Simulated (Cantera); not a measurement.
Feed: 1 mol CHF3, 0.041 mol HCl, 4.2 mol H2, at 1.33 mbar.

Equilibrium computed with Cantera from the NASA thermochemical tables; the gas is ideal and each condensed phase is pure. Candidate condensed phases: C, C6H6, C7H8, C8H18; 118 gas species. Kinetics and transport are ignored.

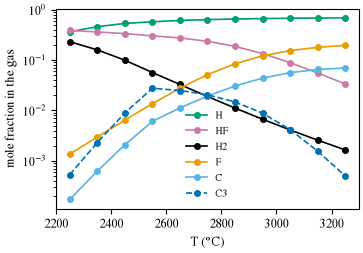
*Equilibrium gas composition (values under 1e-9 drawn at 1e-9)*

From 2250 °C to 2450 °C the condensed part is C(graphite). From 2550 °C to 3250 °C nothing is condensed. The main C-bearing gas is C2H2 (acetylene) at 2250 °C and C at 3250 °C.
